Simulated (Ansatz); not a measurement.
**C2H8ClInS: small, medium and large basis sets**

Aim: see how fast density functionals converge with the basis set for C2H8ClInS.

Program: Ansatz 0.2.0, Gaussian basis. Level of theory: one geometry, several basis sets. These are calculated values, not measurements.

Plan: PBE0-D4/def2-SVP; ωB97M-V/def2-SVP; PBE0-D4/def2-QZVPP; ωB97M-V/def2-QZVPP; the functionals' def2-TZVPP values are taken from earlier runs.

### Step 1. Structure used throughout

The geometry comes from an earlier relaxation with PBE0-D4 in a triple-zeta def2 set; it is a stationary point, not always the lowest conformer. In takes the def2 core potential; no spin-orbit term is included.

13 atoms, charge 0, spin multiplicity 1.

Atoms are counted from 1 here; the program's logs count them from 0.

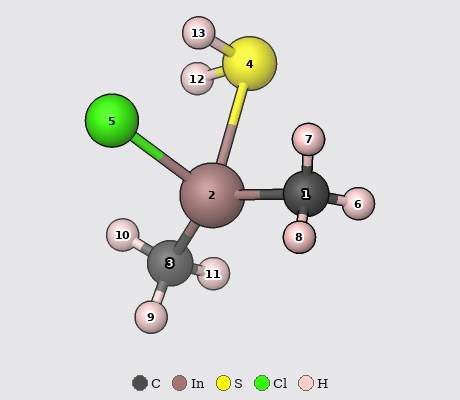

The geometry (carbon dark grey, indium brown, sulfur yellow, chlorine green, hydrogen pink); atoms are numbered from 1 in the order of the file.

As a file:

```
atom    x (Å)    y (Å)    z (Å)
  C1  -1.7203   0.8325  -1.2354
 In2   0.1399   0.1092  -0.4634
  C3   1.1708  -1.7579  -0.2640
  S4  -0.3570   0.6066   2.3393
 Cl5   1.7200   1.9288  -0.3188
  H6  -2.5518   0.2101  -0.9030
  H7  -1.8724   1.8568  -0.8952
  H8  -1.6940   0.8290  -2.3262
  H9   1.4792  -2.1197  -1.2461
 H10   2.0626  -1.6092   0.3450
 H11   0.5325  -2.5122   0.1982
 H12   0.7189  -0.1024   2.7194
 H13   0.3918   1.6936   2.0651
```

### Step 2. PBE0-D4 in def2-SVP

Contents of in.yaml:

```yaml
crystal:
  periodic: [false, false, false]
  atoms:
    - {symbol: C, position_ang: [-1.720253, 0.832523, -1.235408]}
    - {symbol: In, position_ang: [0.139869, 0.109191, -0.463401]}
    - {symbol: C, position_ang: [1.170796, -1.757906, -0.264017]}
    - {symbol: S, position_ang: [-0.357046, 0.606607, 2.339260]}
    - {symbol: Cl, position_ang: [1.720027, 1.928763, -0.318766]}
    - {symbol: H, position_ang: [-2.551768, 0.210085, -0.903048]}
    - {symbol: H, position_ang: [-1.872380, 1.856844, -0.895180]}
    - {symbol: H, position_ang: [-1.693968, 0.829047, -2.326211]}
    - {symbol: H, position_ang: [1.479170, -2.119663, -1.246149]}
    - {symbol: H, position_ang: [2.062638, -1.609162, 0.345020]}
    - {symbol: H, position_ang: [0.532541, -2.512203, 0.198176]}
    - {symbol: H, position_ang: [0.718911, -0.102421, 2.719398]}
    - {symbol: H, position_ang: [0.391763, 1.693595, 2.065125]}
basis:
  gaussian: {orbitals: def2-SVP}
hamiltonian: {xc: pbe0, dispersion: d4}
output: {orbitals: {seedname: orbitals}}
```

Started as:

```bash
$ ansatz run in.yaml --threads 4 --pin off --events-out ev --progress --plain --max-ram 11315MiB
```

What it wrote:

```text
Functional definition: PBE0
  name "PBE0"
  cite "Adamo & Barone, J. Chem. Phys. 110, 6158 (1999) doi:10.1063/1.478522"
  cite "Perdew, Burke & Ernzerhof, Phys. Rev. Lett. 77, 3865 (1996) doi:10.1103/PhysRevLett.77.3865"
  parent pbe
  parameter a = 0.25
  parameter kappa = 0.804
  parameter beta = 0.06672455060314922
  exchange = (1 - a)*pbe_x(kappa = kappa, mu = beta*pi^2/3) + a*exact_x
  correlation = pbe_c(beta = beta)
1370 factors; integrals over basis functions are off by at most 1.3e-3 eV
mean field evaluation 1: about -30708.6679 eV, gradient 6.2e1 eV
mean field evaluation 2: about -30705.1070 eV, gradient 6.9e1 eV
mean field evaluation 4: about -30718.3362 eV, gradient 1.9e0 eV
mean field evaluation 8: about -30718.5206 eV, gradient 1.6e-1 eV
mean field evaluation 16: about -30718.5207 eV, gradient 4.4e-5 eV
mean field -30718.52067025 eV, -1128.8848128704 hartree, gradient 4.4e-5 eV, S^2 0.000000; 0 other end points of the search recorded, 0 dependent functions left out
reference -30718.52070779 eV, -1128.8848142501 hartree; 37, 37 occupied and 93, 93 virtual orbitals, 1370 factors
Total energy: -30718.79324582 eV, -1128.8948298382 hartree
```

Run time: 1.9 s. Hardware: 4 threads of Arm Neoverse V2, shared host.

### Step 3. ωB97M-V in def2-SVP

Changes to in.yaml since step 2:

```diff
@@ -18,3 +18,3 @@
   gaussian: {orbitals: def2-SVP}
-hamiltonian: {xc: pbe0, dispersion: d4}
+hamiltonian: {xc: {name: wB97M-V}}
 output: {orbitals: {seedname: orbitals}}
```

Launched as before.

What it wrote, cut to the lines that bear on the results:

```text
Functional definition: wB97M-V
  name "wB97M-V"
  cite "Mardirossian & Head-Gordon, J. Chem. Phys. 144, 214110 (2016) doi:10.1063/1.4952647"
  cite "Becke, J. Chem. Phys. 107, 8554 (1997) doi:10.1063/1.475007"
  cite "Vydrov & Van Voorhis, J. Chem. Phys. 133, 244103 (2010) doi:10.1063/1.3521275"
  # Of w^i u^j: cxij and so on, Table III.
[...]
  gx(w, u) = 1 - cx + cx01*u + cx10*w
  gss(w, u) = css00 + css04*u^4 + css10*w + css20*w^2 + css43*w^4*u^3
  gos(w, u) = cos00 + cos10*w + (cos20 + cos21*u)*w^2 + (cos60 + cos61*u)*w^6
[...]
      + integral(e_c_pw_mod_opposite_spin*gos(b97_w_opposite, b97_u_opposite)) + vv10(b, c)
1370 factors; integrals over basis functions are off by at most 1.3e-3 eV
387 factors; integrals over basis functions are off by at most 7.6e-6 eV
[...]
mean field -30724.88007686 eV, -1129.1185167530 hartree, gradient 2.3e-5 eV, S^2 0.000000; 0 other end points of the search recorded, 0 dependent functions left out
reference -30724.88013668 eV, -1129.1185189511 hartree; 37, 37 occupied and 93, 93 virtual orbitals, 1370 factors
Total energy: -30724.88013668 eV, -1129.1185189511 hartree
```

It took 8.5 s on 4 threads of Arm Neoverse V2, shared host.

### Step 4. PBE0-D4 in def2-QZVPP

Changes to in.yaml since step 3:

```diff
@@ -17,4 +17,4 @@
 basis:
-  gaussian: {orbitals: def2-SVP}
-hamiltonian: {xc: {name: wB97M-V}}
+  gaussian: {orbitals: "def2-QZVPP.json"}
+hamiltonian: {xc: pbe0, dispersion: d4}
 output: {orbitals: {seedname: orbitals}}
```

The command is unchanged.

What it wrote:

```text
Functional definition: PBE0
  name "PBE0"
  cite "Adamo & Barone, J. Chem. Phys. 110, 6158 (1999) doi:10.1063/1.478522"
  cite "Perdew, Burke & Ernzerhof, Phys. Rev. Lett. 77, 3865 (1996) doi:10.1103/PhysRevLett.77.3865"
  parent pbe
  parameter a = 0.25
  parameter kappa = 0.804
  parameter beta = 0.06672455060314922
  exchange = (1 - a)*pbe_x(kappa = kappa, mu = beta*pi^2/3) + a*exact_x
  correlation = pbe_c(beta = beta)
2092 factors; their error is unknown
mean field evaluation 1: about -30716.3953 eV, gradient 7.8e1 eV
mean field evaluation 2: about -30710.0595 eV, gradient 8.6e1 eV
mean field evaluation 4: about -30730.0700 eV, gradient 4.3e0 eV
mean field evaluation 8: about -30730.1032 eV, gradient 3.5e-2 eV
mean field evaluation 16: about -30730.1712 eV, gradient 8.5e-5 eV
mean field -30730.17118733 eV, -1129.3129614761 hartree, gradient 8.5e-5 eV, S^2 0.000000; 0 other end points of the search recorded, 0 dependent functions left out
reference -30730.17123604 eV, -1129.3129632662 hartree; 37, 37 occupied and 539, 539 virtual orbitals, 2092 factors
Total energy: -30730.44377407 eV, -1129.3229788542 hartree
```

Wall time 18 s (4 threads of Arm Neoverse V2, shared host); peak memory 2.9 GiB.

### Step 5. ωB97M-V in def2-QZVPP

Changes to in.yaml since step 4:

```diff
@@ -18,3 +18,3 @@
   gaussian: {orbitals: "def2-QZVPP.json"}
-hamiltonian: {xc: pbe0, dispersion: d4}
+hamiltonian: {xc: {name: wB97M-V}}
 output: {orbitals: {seedname: orbitals}}
```

Same command.

What it wrote, cut to the lines that bear on the results:

```text
Functional definition: wB97M-V
  name "wB97M-V"
  cite "Mardirossian & Head-Gordon, J. Chem. Phys. 144, 214110 (2016) doi:10.1063/1.4952647"
  cite "Becke, J. Chem. Phys. 107, 8554 (1997) doi:10.1063/1.475007"
  cite "Vydrov & Van Voorhis, J. Chem. Phys. 133, 244103 (2010) doi:10.1063/1.3521275"
  # Of w^i u^j: cxij and so on, Table III.
[...]
  gx(w, u) = 1 - cx + cx01*u + cx10*w
  gss(w, u) = css00 + css04*u^4 + css10*w + css20*w^2 + css43*w^4*u^3
  gos(w, u) = cos00 + cos10*w + (cos20 + cos21*u)*w^2 + (cos60 + cos61*u)*w^6
[...]
      + integral(e_c_pw_mod_opposite_spin*gos(b97_w_opposite, b97_u_opposite)) + vv10(b, c)
2008 factors; their error is unknown
474 factors; integrals over basis functions are off by at most 1.9e-5 eV
[...]
mean field -30736.62530468 eV, -1129.5501459143 hartree, gradient 2.3e-5 eV, S^2 0.000000; 0 other end points of the search recorded, 0 dependent functions left out
reference -30736.62538373 eV, -1129.5501488191 hartree; 37, 37 occupied and 539, 539 virtual orbitals, 2008 factors
Total energy: -30736.62538373 eV, -1129.5501488191 hartree
```

Wall time 41 s (4 threads of Arm Neoverse V2, shared host); peak memory 3.1 GiB.

### Step 6. Functionals by basis

The def2-TZVPP values come from earlier runs at the same geometry.

```
functional       basis  functions  energy (eV)  from the largest (eV)  HOMO (eV)  LUMO (eV)
   PBE0-D4    def2-SVP        130  -30718.7932                 11.651      -7.19       0.06
   PBE0-D4  def2-TZVPP        308  -30729.5649                  0.879      -7.33      -0.36
   PBE0-D4  def2-QZVPP        576  -30730.4438                  0.000      -7.35      -0.49
   ωB97M-V    def2-SVP        130  -30724.8801                 11.745      -9.34       1.71
   ωB97M-V  def2-TZVPP        308  -30735.7760                  0.849      -9.50       1.10
   ωB97M-V  def2-QZVPP        576  -30736.6254                  0.000      -9.53       0.73
```

### Step 7. Results

```
                                       quantity           value
PBE0-D4: double and triple zeta above quadruple  11.65, 0.88 eV
ωB97M-V: double and triple zeta above quadruple  11.75, 0.85 eV
```

For PBE0-D4 the step from double to triple zeta gains 10.77 eV and the next only 0.88 eV. Total energies overstate the basis error of differences, where much of it tends to cancel. The LUMO of ωB97M-V is positive and keeps falling with the basis (1.71 to 0.73 eV): an unbound level that the basis holds in place.

For PBE0-D4 the largest set took about 9 times as long as the smallest (18 s against 1.9 s).
